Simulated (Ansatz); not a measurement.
# What NaGeF3 (model cell, started as cubic perovskite with Ge in the octahedra) distorts into, part 3 of 3

Aim: this structure of NaGeF3 (model cell, started as cubic perovskite with Ge in the octahedra) is to be tested for unstable modes, and one is followed downhill.

Ansatz 0.2.0; DFT PBEsol, scalar-relativistic, plane waves, PAW; PAW set soft_1.

So far. Step 4 (The mode frozen in, largest atomic shift 0.22 Å): The run ends at a pressure of 0.77 GPa, with forces up to 0.22 eV/Å. Step 5 (Energy along the mode, all amplitudes (two of the runs …): The lowest of the steps tried is at 0.22 Å, 15.3 meV/atom below the parent; the bottom of the well need not coincide with a step.

The structure was built from a prototype and need not be the compound's stable phase.

**7. The new phase in its own primitive cell**

The relaxed structure is symmetrised, reduced to its primitive cell and relaxed tightly, as its phonons need.

input.yaml reads:

```yaml
crystal:
  lattice:
    - [4.2701468888, 0.0, 0.0]
    - [0.0, 4.2701468888, 0.0]
    - [0.0, 0.0, 5.4769579776]
  atoms:
    - { symbol: Na, position: [0.0, 0.0, 0.1937683386] }
    - { symbol: Ge, position: [0.5, 0.5, 0.4499639696] }
    - { symbol: F, position: [0.5, 0.0, 0.3806185531] }
    - { symbol: F, position: [0.5, 0.5, 0.1124677683] }
    - { symbol: F, position: [0.0, 0.5, 0.3806185531] }
kpoints:
  mp_grid: { grid: [6, 6, 4] }
hamiltonian:
  xc: pbesol
  pseudopotentials: { kind: paw, azcp: { folder: soft_1 }, xc_functional: pbe }
scf:
  occupations: { method: fixed }
output:
  forces: true
  stress: true
  eigenvalues: true
relax:
  adjacent_minimum: "off"
  f_tol: 0.001
  max_steps: 60
  cell: { stress_tol: 0.01 }
```

Started as:

```
ansatz run input.yaml --threads 8 --pin off --max-ram 16384MiB --backend cpu --events-out ev --progress --plain --runs-dir out
```

Numbers of over 12 decimals in the logs are rounded to 6 here.

Log:

```text
[...]
Crystal: 5 atoms, lattice volume = 99.868 Å³
Basis set: ecut = 420 eV, 1971 PW (Γ), exchange–correlation on 60×60×80 points (8 copies of the dense FFT grid, shifted against one another)
Bands: 27, of which v1, the nominal top of the filled ones, is band 22 counted from 1 (21 counted from 0)
Symmetry: 8 space group operations
[...]
k-points: 30 of 144 (time reversal used)
[...]
--- Relaxed structure (7 steps of the walk, 7 accepted, 4 SCFs on fresh bases) ---
[...]
cell:  # Å, volume = 100.7632 Å³
    - [4.268874, 0.0, 0]
    - [0.0, 4.268874, 0.0]
    - [0, 0.0, 5.529363]
  atoms:
    - { symbol: Na, position: [0, 0.0, 0.194711] }
    - { symbol: Ge, position: [0.5, 0.5, 0.448653] }
    - { symbol: F, position: [0.5, 0.0, 0.379857] }
    - { symbol: F, position: [0.5, 0.5, 0.114359] }
    - { symbol: F, position: [0, 0.5, 0.379857] }
[key lines of the parts left out:]
SCF converged after 8 iterations
Free energy (F): -8133.623097 eV
Fermi energy:    1.247028 eV
P = ⅓ Tr σ = 0.0029 GPa (0.029 kbar)
```

The job ended after 15 s (8 threads of Arm Neoverse V1, shared host; peak memory 0.49 GiB; 1.8 min of CPU time).

Step by step:

| step | energy less that of the first step (eV) | largest force component (eV/Å) | pressure (GPa) | volume (Å³) |
| --- | --- | --- | --- | --- |
| 1 | 0.0000 | 0.0004 | 0.01 | 99.87 |
| 2 | 0.0001 | 0.0001 | 0.00 | 99.94 |
| 3 | 0.0004 | 0.0004 | 0.00 | 100.18 |
| 4* | 0.0000 | 0.0004 | 0.01 | 100.18 |
| 5 | 0.0003 | 0.0004 | 0.00 | 100.41 |
| 6* | 0.0000 | 0.0005 | 0.01 | 100.41 |
| 7 | 0.0002 | 0.0002 | 0.00 | 100.58 |
| 8* | 0.0000 | 0.0002 | 0.01 | 100.58 |
| 9 | 0.0001 | 0.0003 | 0.00 | 100.72 |
| 10 | 0.0002 | 0.0005 | 0.00 | 100.76 |
| 11* | 0.0000 | 0.0005 | 0.00 | 100.76 |

Relaxation steps marked * repeat the geometry before them on a plane-wave basis chosen anew for their cell, so energy and pressure can jump there.

Forces are held to the 8 operations that the run works with; a distortion that breaks them can't arise in this run.

| conventional cell, symmetrised | before | after | change |
| --- | --- | --- | --- |
| a (Å) | 4.270 | 4.269 | -0.0 % |
| b (Å) | 4.270 | 4.269 | -0.0 % |
| c (Å) | 5.477 | 5.529 | +1.0 % |
| volume (Å³/atom) | 19.97 | 20.15 | +0.9 % |

The atoms that moved most (Å, as changes of fractional coordinates times the final cell):

| atom | dx | dy | dz | length |
| --- | --- | --- | --- | --- |
| F4 | 0.000 | 0.000 | 0.010 | 0.010 |
| Ge2 | 0.000 | 0.000 | -0.007 | 0.007 |
| Na1 | 0.000 | 0.000 | 0.005 | 0.005 |

The relaxed structure:

```xyz
5
Lattice="4.2689 0.0000 0.0000 0.0000 4.2689 0.0000 0.0000 0.0000 5.5294" Properties=species:S:1:pos:R:3 pbc="T T T"
Na    0.0000    0.0000    1.0766
Ge    2.1344    2.1344    2.4808
F     2.1344    0.0000    2.1004
F     2.1344    2.1344    0.6323
F     0.0000    2.1344    2.1004
```

A gap read on the k-mesh alone can miss the band edges.

This step gave:

```
pressure           : 0.002938 GPa
gap on the k-mesh  : 3.757 eV
volume per atom    : 20.15 Å³
direct gap on mesh : 4.377 eV
```

The largest force component left is 0.47 meV/Å and the pressure is 0.003 GPa, within the tolerances set. The cell now holds 20.15 Å³/atom.

**8. Modes of the new phase, k-mesh 6×6×4**

A relaxed structure may still be a saddle point, so its zone-centre modes are computed. The response to a homogeneous field gives the Born charges and the dielectric tensor.

input.yaml, the sections that differ from step 7:

```yaml
crystal:
  lattice:
    - [4.2688739581, 0.0, 0.0]
    - [0.0, 4.2688739581, 0.0]
    - [0.0, 0.0, 5.5293626145]
  atoms:
    - { symbol: Na, position: [0.0, 0.0, 0.1947109484] }
    - { symbol: Ge, position: [0.5, 0.5, 0.4486529925] }
    - { symbol: F, position: [0.5, 0.0, 0.3798572814] }
    - { symbol: F, position: [0.5, 0.5, 0.114358679] }
    - { symbol: F, position: [0.0, 0.5, 0.3798572814] }
output:
  eigenvalues: true
phonons:
  method: dfpt
  dielectric: true
  rigid_motions: translations
# kpoints, hamiltonian, scf: as in step 7
# relax: removed
```

Log:

```text
[...]
Crystal: 5 atoms, lattice volume = 100.763 Å³
Basis set: ecut = 420 eV, 1979 PW (Γ), exchange–correlation on 60×60×80 points (8 copies of the dense FFT grid, shifted against one another)
Bands: 27, of which v1, the nominal top of the filled ones, is band 22 counted from 1 (21 counted from 0)
Symmetry: 8 space group operations
k-points: 76 of 144 (irreducible under 1 space group operation, time reversal used)
[...]
SCF iter   1: F=—  HF=-8138.742337 eV  |F-HF|=—  |Δ(HF+E_count)|=         —  Δρ=1.36e-1  dr2=1.51e1  ethr=3.10e-3  ⟨swp⟩=4.3  Hψ=7042  notcnv=0  defer=189
[...]
SCF iter  14: F=-8133.623097 eV  HF=-8133.623097 eV  |F-HF|=1.15e-10  |Δ(HF+E_count)|=   1.58e-9  Δρ=1.74e-7  dr2=3.28e-11  ethr=1.00e-12  ⟨swp⟩=13.4  Hψ=12578  notcnv=0
SCF 1 converged in 14 iterations: F = -8133.623097 eV  dr2 = 3.28e-11
[...]
DFPT response loops at Γ: preconditioner auto → none (the input reference at scf.mixing.eps_inf says where Resta's filter doesn't serve); β = 0.50; Broyden in place of MSR1
── the response to a field inside a basis, on 6×6×4 k-points: an SCF that follows is theirs, and a resumed run solves both again ──
Bands: 23, of which v1, the nominal top of the filled ones, is band 22 counted from 1 (21 counted from 0)
k-points: 12 of 144 (time reversal used)
[...]
Eigensolver: Dense (12 Hₖ)
SCF iter   1: F=—  HF=-8133.616434 eV  |F-HF|=—  |Δ(HF+E_count)|=         —  Δρ=3.46e-4  dr2=2.28e-5  ethr=1.00e-1
[...]
SCF iter   4: F=-8133.616431 eV  HF=-8133.616431 eV  |F-HF|=1.79e-9  |Δ(HF+E_count)|=   8.86e-8  Δρ=3.02e-6  dr2=1.06e-8  ethr=1.99e-9
SCF 1 converged in 4 iterations: F = -8133.616431 eV  dr2 = 1.06e-8
[...]
SCF converged after 14 iterations
Free energy (F): -8133.623097 eV
[...]
Internal energy: -8133.623097 eV  (E = F + TS)
E sigma→0 (E₀):  -8133.623097 eV
Fermi energy:    1.247029 eV
[...]
--- Band table (eV; the first three rows and the last of 76) ---
  k-point 0: bands = [... 18 lower, -2.2085, -1.6523, -1.6523, -0.6366, 5.7246, 7.4914, 8.3997, 8.3997, ... 1 higher]
  k-point 1: bands = [... 18 lower, -2.2128, -1.6591, -1.6591, -0.4343, 5.3917, 7.6080, 8.3564, 8.3564, ... 1 higher]
  k-point 2: bands = [... 18 lower, -2.2171, -1.6660, -1.6660, -0.2079, 5.0040, 8.0705, 8.3142, 8.3142, ... 1 higher]
  k-point 75: bands = [... 18 lower, -1.9627, -1.6614, -1.6614, 1.2470, 5.6236, 5.6236, 7.6931, 8.1204, ... 1 higher]
--- Phonons (Γ-DFPT): 9 representative perturbations + reference, on 76 of 144 k-points (Σ response iterations 29) ---
  k mesh reduced under 1 symmetry operation, with k and −k counted as one. Each operation leaves every solved perturbation unchanged. A smaller set is not considered because the run solves the response to a homogeneous field
  ASR residual: 1.872e-4 → 0.000e0 eV/Å²; symmetrization residual: 1.652e-5 eV/Å²
  ASR residual per site (eV/Å²): 1.60e-5 1.53e-6 3.53e-5 1.87e-4 3.53e-5
[...]
ε∞ (high-frequency dielectric tensor):
        2.469912    -0.000000     0.000000
       -0.000000     2.469912    -0.000000
        0.000000    -0.000000     1.918848
  softest optical mode at Γ: -162.90 cm⁻¹; the repairs (sum rule, projections) moved no ω² at Γ by more than (2.50 cm⁻¹)²
  Born effective charges Z* (e; rows j = field, columns β = displacement):
    site 0:
         1.15368   -0.00000    0.00000
        -0.00000    1.15368   -0.00000
         0.00000   -0.00000    0.86401
    site 1:
         3.40396    0.00000    0.00000
         0.00000    3.40396    0.00000
         0.00000   -0.00000    1.67056
    site 2:
        -0.57521   -0.00000   -0.00000
        -0.00000   -3.21245   -0.00000
        -0.00000   -0.00000   -0.46583
    site 3:
        -0.76997    0.00000   -0.00000
         0.00000   -0.76997    0.00000
        -0.00000    0.00000   -1.60291
    site 4:
        -3.21245   -0.00000   -0.00000
        -0.00000   -0.57521   -0.00000
        -0.00000   -0.00000   -0.46583
  Z* charge neutrality: 7.976e-4 e pre-enforcement
  solved inside a basis spanned on kpoints, on 6×6×4 k-points, its susceptibility summed on 10×10×8: ε∞ is read to err by 4.8e-3, Z* by 1.6e-2 e (field_mesh: kpoints solves on kpoints); Z* is corrected for what the basis lacks
  optical modes at Γ without the LO–TO term, one row a degenerate level:
      ω (cm⁻¹)  modes    IR ((D/Å)²/amu)
       -162.90      2            30.5911
        112.76      2             0.7730
        141.41      1             0.5419
        179.39      1             0.0000
        185.87      2             4.5996
        245.08      1             0.3421
        254.17      2             1.3761
        494.15      1             4.3988
  optical modes at Γ + LO–TO along q̂ = [1.0000, 0.0000, 0.0000]:
      ω (cm⁻¹)  modes    IR ((D/Å)²/amu)
       -162.90      1            15.2956
        103.13      1             0.1300
        112.76      1             0.3865
        141.41      1             0.5419
        153.29      1             0.4748
        179.39      1             0.0000
        185.87      1             2.2998
        245.08      1             0.3421
        245.41      1             0.3269
        254.17      1             0.6880
        388.54      1            17.7381
        494.15      1             4.3988
  optical modes at Γ + LO–TO along q̂ = [0.0000, 1.0000, 0.0000]:
      ω (cm⁻¹)  modes    IR ((D/Å)²/amu)
       -162.90      1            15.2956
        103.13      1             0.1300
[...]
245.41      1             0.3269
        254.17      1             0.6880
        388.54      1            17.7381
        494.15      1             4.3988
  optical modes at Γ + LO–TO along q̂ = [0.0000, 0.0000, 1.0000]:
      ω (cm⁻¹)  modes    IR ((D/Å)²/amu)
       -162.90      2            30.5911
        112.76      2             0.7730
        156.53      1             0.3036
        179.39      1             0.0000
        185.87      2             4.5996
        251.79      1             0.2639
        254.17      2             1.3761
        542.78      1             4.7152
```

Wall time 44 s (8 threads); peak memory 1.2 GiB; 5.2 min of CPU time.

Numbers from this step:

* sum-rule residual before enforcement: 1.87e-4 eV/Å²
* miss of the charge sum rule: 7.98e-4 e
* estimated error of the dielectric tensor: 0.004802
* estimated error of the Born charges: 0.01556 e
* point group: 4mm
* highest optical mode at the zone centre (no LO-TO term): 494.1 cm⁻¹
* lowest optical zone-centre mode: -162.9 cm⁻¹
* mean high-frequency dielectric constant: 2.286
* largest Born charge (third of the trace): 2.826 e
* top of the zone-centre spectrum with the field: 542.8 cm⁻¹

Without the LO-TO term. Patterns of degenerate modes are one choice out of their space. Modes at Γ, with each element's share of the kinetic energy (negative means imaginary):

| mode | frequency (cm⁻¹) | symmetry | Na % | Ge % | F % |
| --- | --- | --- | --- | --- | --- |
| 1 | -162.9 | E | 3 | 18 | 79 |
| 2 | -162.9 | E | 3 | 18 | 79 |
| 3 | 0.0 | acoustic | 15 | 48 | 37 |
| 4 | 0.0 | acoustic | 15 | 48 | 37 |
| 5 | 0.0 | acoustic | 15 | 48 | 37 |
| 6 | 112.8 | E | 49 | 26 | 25 |
| 7 | 112.8 | E | 49 | 26 | 25 |
| 8 | 141.4 | A1 | 82 | 15 | 3 |
| 9 | 179.4 | B1 | 0 | 0 | 100 |
| 10 | 185.9 | E | 32 | 1 | 67 |
| 11 | 185.9 | E | 32 | 1 | 67 |
| 12 | 245.1 | A1 | 2 | 14 | 83 |
| 13 | 254.2 | E | 2 | 7 | 91 |
| 14 | 254.2 | E | 2 | 7 | 91 |
| 15 | 494.1 | A1 | 0 | 23 | 77 |

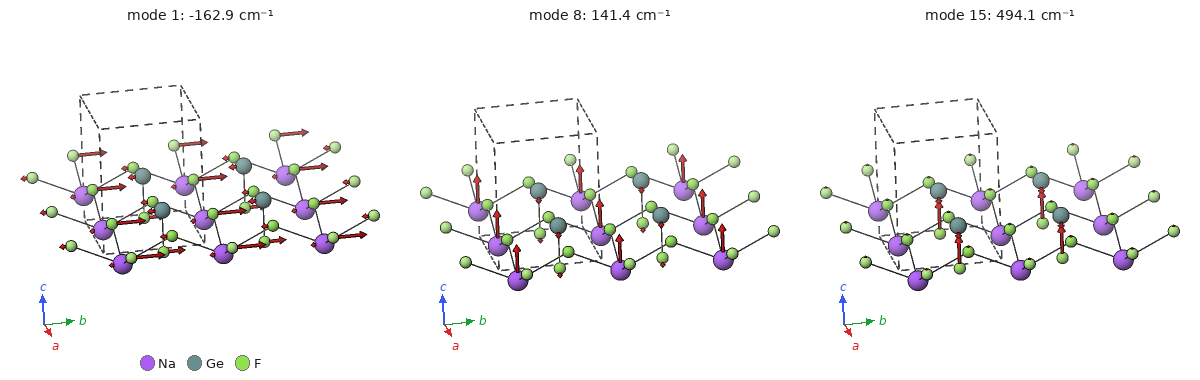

Displacement patterns of modes 1, 8 and 15 at Γ; arrows are exaggerated. 2×2×1 cells are drawn. Some periodic images of atoms are drawn too.

Optical modes at the zone centre, without and with the macroscopic field of the longitudinal modes; each column is sorted by frequency, so a row need not hold one and the same mode. Modes with and without the field, by row:

| rank among optical modes | no field (cm⁻¹) | q along (1, 0, 0) (cm⁻¹) | q along (0, 0, 1) (cm⁻¹) |
| --- | --- | --- | --- |
| 1 | -162.9 | -162.9 | -162.9 |
| 2 | -162.9 | 103.1 | -162.9 |
| 3 | 112.8 | 112.8 | 112.8 |
| 4 | 112.8 | 141.4 | 112.8 |
| 5 | 141.4 | 153.3 | 156.5 |
| 6 | 179.4 | 179.4 | 179.4 |
| 7 | 185.9 | 185.9 | 185.9 |
| 8 | 185.9 | 245.1 | 185.9 |
| 9 | 245.1 | 245.4 | 251.8 |
| 10 | 254.2 | 254.2 | 254.2 |
| 11 | 254.2 | 388.5 | 254.2 |
| 12 | 494.1 | 494.1 | 542.8 |

Born charge (rows field, columns displacement) (e), principal values of the symmetric part by kind of site:

| atom | atoms with these values | low | middle | high | mean |
| --- | --- | --- | --- | --- | --- |
| Na1 | 1 | 0.86 | 1.15 | 1.15 | 1.06 |
| Ge2 | 1 | 1.67 | 3.40 | 3.40 | 2.83 |
| F3 | 2 | -3.21 | -0.58 | -0.47 | -1.42 |
| F4 | 1 | -1.60 | -0.77 | -0.77 | -1.05 |

In full for F3:

```
-0.58  0.00  0.00
 0.00 -3.21  0.00
 0.00  0.00 -0.47
```

High-frequency dielectric tensor:

```
2.47 0.00 0.00
0.00 2.47 0.00
0.00 0.00 1.92
```

Transverse modes; imaginary modes are left out. Infrared lines, with heights relative to the strongest:

| position (cm⁻¹) | label | relative intensity |
| --- | --- | --- |
| 113 | E | 17 |
| 141 | A1 | 12 |
| 179 | B1 | 0.0 |
| 186 | E | 100 |
| 245 | A1 | 7.4 |
| 254 | E | 30 |
| 494 | A1 | 96 |

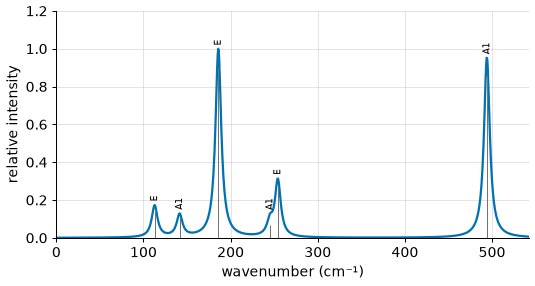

The infrared spectrum, broadened with Lorentzians of width 8 cm⁻¹; bars mark the lines.

Before it was imposed, the acoustic sum rule was missed by 1.9e-4 eV/Å² and the charge sum rule by 8.0e-4 e. Small misses are needed for a sound result but don't prove that mesh and cutoff are converged. The lowest optical mode is imaginary, 162.9i cm⁻¹, so the energy falls along it.

**9. Summary of results**

```
unstable mode of the parent                                                      : q = (0, 0, 0), 238i cm⁻¹
depth at the lowest point sampled                                                : 15.3 meV/atom
largest atomic shift at that point                                               : 0.22 Å
space group reached (within 0.01 Å)                                              : P4mm
energy gained over the parent (first relaxation, on the mesh of the frozen mode) : 125 meV/atom
volume per atom, phase reached                                                   : 20.2 Å³
gap on the k-mesh, phase reached                                                 : 3.76 eV
lowest optical zone-centre mode, phase reached                                   : -163 cm⁻¹
highest optical mode at the zone centre (no LO-TO term), phase reached           : 494 cm⁻¹
```

In words: Along this mode the structure falls into P4mm, 125 meV/atom below the parent. At the parent's cell the well is 15.26 meV/atom deep on the steps tried, with its lowest point at a shift of 0.22 Å. Relaxing atoms and cell changes the gain by +109.31 meV/atom against the lowest step (energies at zero smearing). Most of the total comes from this relaxation. The new phase still has an imaginary mode at the zone centre of its cell, so it is a saddle point on the way to a lower structure. Of the 6 patterns followed to their end from this parent, this one ends 13.3 meV/atom above the lowest, R3m. Each path keeps the symmetry of its pattern, so a lower phase may lie along a pattern not tried. The q mesh stands for a supercell only 8.7 Å across, so branches between the solved wavevectors are rough. The PAW files were made for PBE and serve the other functionals too. The starting cell was built on a prototype and not taken from a measurement, so the phase need not exist.

[Logs are printed without paths, hosts, clocks, repeated set-up lines and the standing remarks that a program may print on its own settings, such as how far it seeks lower states.]

[Hosts, paths, dates, database ids (printed as entryN), source tags and the programs' standing remarks are cut or masked in the printed files.]
